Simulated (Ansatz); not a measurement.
**C2H2F (SMILES C=[C]F): UCCSD/STO-3G**

Aim: the energy change on altering one bond length of C2H2F at UCCSD/STO-3G, from 2 runs. 

The results are computed with Ansatz 0.2.0.

52 further runs of the same task are left out: 1 that didn't finish, 51 set aside as unsound or not needed.

## (1) The molecule

C2H2F: 5 atoms, total charge 0, spin state doublet. SMILES: `C=[C]F`. The coordinates come from a PBE0-D4/def2-TZVP relaxation.

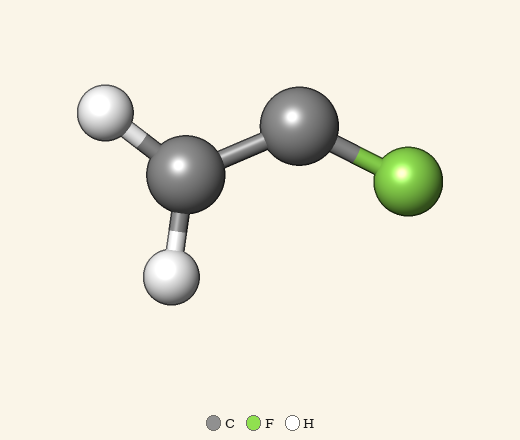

The structure, seen from a chosen angle (carbon grey, fluorine green, hydrogen white).

## (2) The energy at UCCSD/STO-3G

run.yaml reads:

```yaml
crystal:
  periodic: [false, false, false]
  atoms:
    - {symbol: C, position_ang: [0.488200, -0.200400, 0.008400]}
    - {symbol: C, position_ang: [-0.592700, 0.393700, 0.447100]}
    - {symbol: F, position_ang: [-1.725600, 0.629500, -0.148900]}
    - {symbol: H, position_ang: [0.534700, -0.590400, -1.005400]}
    - {symbol: H, position_ang: [1.345200, -0.306200, 0.657500]}
basis:
  gaussian:
    orbitals: STO-3G
magnetization:
  spin_polarized: true
  initial_magnetization: 1
correlation:
  method: ccsd
  frozen_orbitals: {C: 1, F: 1, H: 0}
accuracy: high
scf:
  omitted_lower_state_checks: [cluster_reference, increment]
```

Command:

```console
$ ansatz run run.yaml --threads 1 --pin off --max-ram 2610MiB --events-out events.jsonl --progress --plain --runs-dir runs
```

The program printed, cut to the lines that bear on the results:

```text
Warning: RAYON_NUM_THREADS=1 ignored (pool sized by the plan → 1); use --threads N
Functional definition: HF
  name "HF"
[...]
294 factors; integrals over basis functions are off by at most 4.1e-8 eV
[...]
mean field -4731.96535767 eV, -173.8965194532 hartree, gradient 4.9e-8 eV, S^2 1.060361; 1 other end points of the search recorded, 0 dependent functions left out
3 core orbitals not correlated: weight in the atoms' cores, before any rotation towards them, 1.000 or more for the frozen orbitals, at most 0.000 for the correlated occupied ones
reference -4731.96535767 eV, -173.8965194532 hartree; 9, 8 occupied and 5, 6 virtual orbitals, 294 factors
second order -2.71637897 eV of doubles, -0.00000000 eV of singles
cycle   1  -3.24651092 eV  change   -5.3e-1 eV  update   8.9e-2
[...]
cycle  27  -4.01747199 eV  change   7.3e-10 eV  update  2.9e-10
Total energy: -4735.98282967 eV, -174.0441588258 hartree
Checks for a lower state left out: cluster_reference, increment
```

Run time: 0.12 s. Hardware: 1 thread of AMD EPYC 9R45 (Zen 5), shared host.

## (3) The distorted shape, same level

input.yaml reads:

```yaml
crystal:
  periodic: [false, false, false]
  atoms:
    - symbol: C
      position_ang: [0.758440, -0.348933, -0.101281]
    - symbol: C
      position_ang: [-0.592700, 0.393700, 0.447100]
    - symbol: F
      position_ang: [-1.725600, 0.629500, -0.148900]
    - symbol: H
      position_ang: [0.804940, -0.738933, -1.115081]
    - symbol: H
      position_ang: [1.615440, -0.454733, 0.547819]
basis:
  gaussian: {orbitals: STO-3G}
magnetization: {spin_polarized: true, initial_magnetization: 1}
correlation: {method: ccsd, frozen_orbitals: {C: 1, F: 1, H: 0}}
accuracy: high
scf: {omitted_lower_state_checks: [cluster_reference, increment]}
```

Command:

```console
$ ansatz run input.yaml --threads 1 --pin off --max-ram 2610MiB --events-out events.jsonl --progress --plain --runs-dir runs
```

The program printed, cut to the lines that bear on the results:

```text
Warning: RAYON_NUM_THREADS=1 ignored (pool sized by the plan → 1); use --threads N
[... 2 set-up lines as earlier in the session ...]
[...]
291 factors; integrals over basis functions are off by at most 4.1e-8 eV
[...]
mean field -4730.84668352 eV, -173.8554089362 hartree, gradient 2.8e-8 eV, S^2 1.587428; 4 other end points of the search recorded, 0 dependent functions left out
3 core orbitals not correlated: weight in the atoms' cores, before any rotation towards them, 1.000 or more for the frozen orbitals, at most 0.000 for the correlated occupied ones
reference -4730.84668352 eV, -173.8554089362 hartree; 9, 8 occupied and 5, 6 virtual orbitals, 291 factors
second order -2.31144989 eV of doubles, -0.00000000 eV of singles
cycle   1  -2.81747676 eV  change   -5.1e-1 eV  update   8.4e-2
[...]
cycle  35  -3.70631186 eV  change   2.6e-10 eV  update  3.7e-10
Total energy: -4734.55299538 eV, -173.9916133850 hartree
Checks for a lower state left out: cluster_reference, increment
```

Run time: 0.16 s. Hardware: 1 thread of AMD EPYC 9R45 (Zen 5), shared host.

## (4) Results

Level: UCCSD/STO-3G, 3 core orbitals frozen.

| quantity | value |
| --- | --- |
| first shape: total energy | -174.04416 Eh |
| first shape: correlation energy (3 core orbitals frozen) | -147.6 mEh |
| first shape: ⟨S²⟩ of the reference determinant | 1.060 |
| first shape: T1 diagnostic | 0.045 |
| distorted shape: total energy | -173.99161 Eh |
| distorted shape: correlation energy (3 core orbitals frozen) | -136.2 mEh |
| distorted shape: ⟨S²⟩ of the reference determinant | 1.587 |
| distorted shape: T1 diagnostic | 0.061 |
| energy change with the C1–C2 bond stretched from 1.309 to 1.636 Å | 1.430 eV |

In words: With the C1–C2 bond stretched from 1.309 to 1.636 Å the energy rises by 1.43 eV (33 kcal/mol). The first shape isn't relaxed at this level, so the change isn't measured from a minimum. The minimal basis adds a large error of its own. ⟨S²⟩ (first shape) is 1.06 where a pure doublet has 0.75: the reference is spin-contaminated. The T1 diagnostic (first shape) of 0.045 is above the customary mark for such species, so a single reference may not serve. ⟨S²⟩ (distorted shape) is 1.59 where a pure doublet has 0.75: the reference is spin-contaminated. The T1 diagnostic (distorted shape) of 0.061 is above the customary mark for such species, so a single reference may not serve.
